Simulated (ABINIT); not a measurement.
# Quasiparticle gap of SrCl2 (Fm-3m) in ABINIT, part 3 of 3

Wanted: ground state, empty states, screening and self-energy for SrCl2 (Fm-3m).

ABINIT 10.8.3; PBE and many-body steps on it, plane waves. Known limits of the many-body steps: not at the basis limit; no spin-orbit coupling; coarse k mesh.

So far. Step 4 (Empty states on the mesh, 2×2×2 mesh, 74 bands): On this mesh the gap is 5.343 eV. Step 5 (Screening, 2×2×2 mesh, 68 bands, screening to 106.1 eV): Local fields lower ε∞ by 15 %. On a Γ-centred mesh this coarse the value itself is usually too large, while a short band sum pulls it down.

### Step 6. Self-energy, 2×2×2 mesh, 68 bands, screening to 106.1 eV

The self-energy is evaluated for the states that the input lists, and the levels follow from it, in one-shot runs by the linearised quasiparticle equation.

This step: G0W0 on PBE, plane waves, norm-conserving pseudopotentials.

run.abi

```
acell 3*1.0 Angstrom
rprim 
  -0.000000000000 3.488350000000 3.488350000000
  3.488350000000 -0.000000000000 3.488350000000
  3.488350000000 3.488350000000 -0.000000000000
ntypat 2
znucl 38 17
natom 3
typat 1 2 2
xred 
  0.000000000000 0.000000000000 0.000000000000
  0.250000000000 0.250000000000 0.250000000000
  0.750000000000 0.750000000000 0.750000000000
pp_dirpath "pseudos"
pseudos "Sr.upf, Cl.upf"
ecut 28
ngkpt 2 2 2
nshiftk 1
shiftk 0 0 0
kptopt 1
chksymbreak 0
istwfk *1
occopt 1
irdwfk 1
optdriver 4
nband 68
gwcalctyp 0
ecutsigx 28
symsigma 1
nkptgw 2
kptgw 
  0.5000000000 0.5000000000 0.0000000000
  0.0000000000 0.0000000000 0.0000000000
bdgw 
  10 14
  10 15
ecuteps 3.9
irdscr 1
ppmodel 1
indata_prefix "in"
outdata_prefix "out"
tmpdata_prefix "tmp"
```

Command:

```
$ OMP_NUM_THREADS=1 mpirun -n 4 abinit run.abi > log
```

Numbers of over 12 decimals in the logs are rounded to 6 here.

What it wrote:

```text
.Version 10.8.3 of ABINIT. v10.8.2 released Aug 2026.

 Symmetries : space group Fm -3 m (#225); Bravais cF (face-center cubic)
[... echo of the input left out ...]
== DATASET  1 ==================================================================
-   mpi_nproc: 4, omp_nthreads: 1 (-1 if OMP is not activated)

--- !DatasetInfo
iteration_state: {dtset: 1, }
dimensions: {natom: 3, nkpt: 3, mband: 68, nsppol: 1, nspinor: 1, nspden: 1, mpw: 4088, }
cutoff_energies: {ecut:  28.0, pawecutdg:  -1.0, }
electrons: {nelect:   2.40000000E+01, charge:   0.00000000E+00, occopt:   1.00000000E+00, tsmear:   1.00000000E-02, }

 SIGMA: Calculation of the GW corrections

 Based on a program developped by R.W. Godby, V. Olevano, G. Onida, and L. Reining.
 Incorporated in ABINIT by V. Olevano, G.-M. Rignanese, and M. Torrent.
.Using double precision arithmetic ; gwpc =  8

[... cell and pseudopotentials left out ...]
--------------------------------------------------------------------------------

 ==== K-mesh for the wavefunctions ====
 Number of points in the irreducible wedge :     3
[... list of points left out ...]
 Together with 48 symmetry operations and time-reversal symmetry
 yields     8 points in the full Brillouin Zone.

 ==== Q-mesh for screening function ====
 Number of points in the irreducible wedge :     3
[... list of points left out ...]
 Together with 48 symmetry operations and time-reversal symmetry
 yields     8 points in the full Brillouin Zone.

 vcoul_init : cutoff-mode = AUXILIARY_FUNCTION
 q-points for optical limit:   1
     1)      0.000010    0.000020    0.000030
 setmesh: FFT mesh size selected  =    45x   45x   45
          total number of points  =        91125

 Number of electrons calculated from density =   24.0000; Expected =   24.0000
 average of density, n =  0.041891
 r_s =    1.7862
 omega_plasma =   19.7432 [eV]

 === KS Band Gaps ===
  >>>> For spin  1
   Minimum direct gap =   5.5119 [eV], located at k-point      :   0.5000  0.5000  0.0000
   Fundamental gap    =   5.3429 [eV], Top of valence bands at :   0.5000  0.5000  0.0000
                                       Bottom of conduction at :   0.0000  0.0000  0.0000
 SIGMA fundamental parameters:
 PLASMON POLE MODEL  1
 number of plane-waves for SigmaX                 4015
 number of plane-waves for SigmaC and W            181
 number of plane-waves for wavefunctions          4015
 number of bands                                    68
 number of independent spin polarizations            1
 number of spinorial components                      1
 number of k-points in IBZ                           3
 number of q-points in IBZ                           3
 number of symmetry operations                      48
 number of k-points in BZ                            8
 number of q-points in BZ                            8
 number of frequencies for dSigma/dE                 9
 frequency step for dSigma/dE [eV]                0.25
 number of omega for Sigma on real axis              0
 max omega for Sigma on real axis  [eV]           0.00
 zcut for avoiding poles [eV]                     0.10

 EPSILON^-1 parameters (SCR file):
 dimension of the eps^-1 matrix on file            181
 dimension of the eps^-1 matrix used               181
 number of plane-waves for wavefunctions          4015
 number of bands                                    68
 number of q-points in IBZ                           3
 number of frequencies                               2
 number of real frequencies                          1
 number of imag frequencies                          1

 matrix elements of self-energy operator (all in [eV])

 Perturbative Calculation

--- !SelfEnergy_ee
iteration_state: {dtset: 1, }
kpoint     : [   0.500,    0.500,    0.000, ]
spin       : 1
KS_gap     :    5.512
QP_gap     :    7.810
Delta_QP_KS:    2.299
data: !SigmaeeData |
     Band     E0 <VxcDFT>   SigX SigC(E0)      Z dSigC/dE  Sig(E)    E-E0       E
       10   1.271 -14.390 -18.136   2.522   0.813  -0.229 -15.386  -0.996   0.276
       11   1.271 -14.390 -18.136   2.522   0.813  -0.229 -15.386  -0.996   0.276
       12   1.668 -14.805 -18.519   2.532   0.813  -0.230 -15.766  -0.961   0.707
       13   7.179  -8.452  -4.054  -2.850   0.864  -0.158  -7.115   1.338   8.517
       14   8.722 -11.003  -5.545  -3.072   0.855  -0.170  -8.963   2.040  10.762

--- !SelfEnergy_ee
iteration_state: {dtset: 1, }
kpoint     : [   0.000,    0.000,    0.000, ]
spin       : 1
KS_gap     :    5.677
QP_gap     :    7.645
Delta_QP_KS:    1.968
data: !SigmaeeData |
     Band     E0 <VxcDFT>   SigX SigC(E0)      Z dSigC/dE  Sig(E)    E-E0       E
       10   1.333 -14.472 -18.305   2.568   0.813  -0.230 -15.500  -1.028   0.306
       11   1.333 -14.472 -18.305   2.568   0.813  -0.230 -15.500  -1.028   0.306
       12   1.333 -14.472 -18.305   2.568   0.813  -0.230 -15.500  -1.028   0.306
       13   7.010  -7.720  -3.616  -3.015   0.864  -0.158  -6.779   0.941   7.951
       14   7.776  -9.730  -4.691  -2.962   0.860  -0.163  -7.945   1.785   9.561
       15   7.776  -9.730  -4.691  -2.962   0.860  -0.163  -7.945   1.785   9.561

== END DATASET(S) ==============================================================
================================================================================

 -outvars: echo values of variables after computation  --------
           etotal      0.0000000000E+00
            nband          68
             nkpt           3
          spgroup         225
 [... the other variables as echoed above ...]

 Calculation completed.
```

Run time: 3.4 s. Hardware: 4 MPI ranks of Arm Neoverse V2, shared host; peak memory 0.59 GiB.

This step gave:

| Quantity | Value |
| --- | --- |
| G0W0 gap on the points computed | 7.244 eV |
| starting gap on the mesh | 5.343 eV |
| k of the valence top | 0.5, 0.5, 0 |
| k of the conduction bottom | 0, 0, 0 |
| Z at the valence top | 0.813 |
| Z at the conduction bottom | 0.864 |
| least direct G0W0 gap on the computed points | 7.645 eV |

The gap on the mesh goes from 5.34 eV to 7.24 eV, a correction of +1.90 eV.

Limits: finite bands, cutoff and mesh; no spin-orbit coupling; coarse k mesh. v1 is the top filled band, c1 the lowest empty one. Levels before and after the correction, in eV, zero at the valence-band top of each column:

```csv
,conduction bottom,valence top
Kohn-Sham,5.34,0.00
G0W0,7.24,0.00
```

```csv
,level,energy (eV)
Kohn-Sham,(0.5 0.5 0) v3-v2,-0.396
Kohn-Sham,(0.5 0.5 0) v1,0.000
Kohn-Sham,(0.5 0.5 0) c1,5.512
Kohn-Sham,(0.5 0.5 0) c2,7.054
Kohn-Sham,Γ v3-v1,-0.334
Kohn-Sham,Γ c1,5.343
Kohn-Sham,Γ c2-c3,6.108
G0W0,(0.5 0.5 0) v3-v2,-0.431
G0W0,(0.5 0.5 0) v1,0.000
G0W0,(0.5 0.5 0) c1,7.810
G0W0,(0.5 0.5 0) c2,10.055
G0W0,Γ v3-v1,-0.401
G0W0,Γ c1,7.244
G0W0,Γ c2-c3,8.854
```

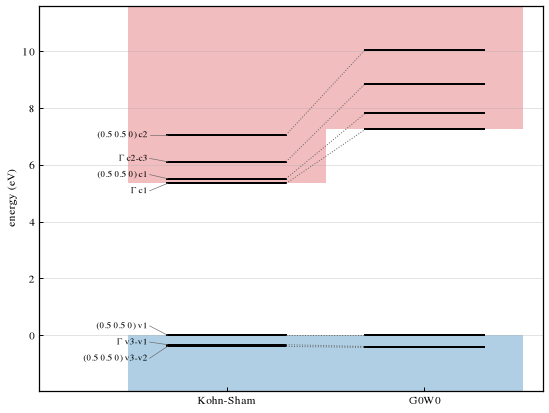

Levels before and after the correction. Shaded: valence and conduction bands.

### Step 7. Where the time went

Times are wall times on 4 MPI ranks of Arm Neoverse V2, shared host, good to a factor of about two.

```csv
step,time,share,memory (GiB)
ground state,10 s,25 %,0.35
bands along the symmetry lines,16 s,40 %,0.32
empty states on the mesh,7.3 s,18 %,0.28
screening,3.4 s,8 %,0.54
self-energy,3.4 s,8 %,0.59
```

### Step 8. Outcome

| Property | Result |
| --- | --- |
| PBE gap | 5.34 eV, indirect |
| G0W0 gap on the mesh | 7.24 eV |
| GW settings | 2×2×2 mesh, 68 bands, screening to 106.1 eV, Godby-Needs plasmon pole |
| known limits | not at the basis limit; no spin-orbit coupling; coarse k mesh |

G0W0 moves the gap on the mesh from 5.34 eV to 7.24 eV (+1.90 eV), with Z of 0.81 and 0.86 at the edges. Local fields lower the RPA ε∞ on this mesh from 3.40 to 2.90; a Γ-centred mesh this coarse tends to raise both, most where the direct gap is narrow, while a short band sum lowers them. Only 2 of the mesh's irreducible points were corrected, so a valley elsewhere could overtake. The dearest step here is «bands along the symmetry lines». Bands and cutoff are finite, so the gap is not at the basis limit. The miss can reach some tenths of an eV and take either sign; the mesh is an error of its own. In the G0W0 run levels were corrected at 2 k points alone, so a gap called «on the mesh» is the least over those, and an edge elsewhere would be missed. The 2×2×2 mesh is coarse for this cell, which bears on the long-range parts of exchange and screening. The many-body steps are scalar-relativistic: spin-orbit coupling is not in them.

[Paths, hosts, dates, memory and timing lines, banners, echoed tables and standing remarks are left out of the program output.]

[Logs are printed without paths, hosts, clocks, repeated set-up lines and the standing remarks that a program may print on its own settings, such as how far it seeks lower states.]

[Runs of the session that timed out or met a known fault of the program may be left out.]

[No measured gap is set beside runs whose start may be inverted or whose files or cutoffs have a known fault.]

[Hosts, paths, dates, database ids (printed as entryN), source tags and the programs' standing remarks are cut or masked in the printed files.]

[G0W0 gaps are taken among the corrected bands and points alone; a level outside them can change the order at an edge.]

[Where Ansatz stands beside ABINIT at settings called matched, ABINIT's density can come from a denser mesh and the files from another edition; pairs whose starting gaps differed by over 0.03 eV were left out, so agreement reads better than it is.]
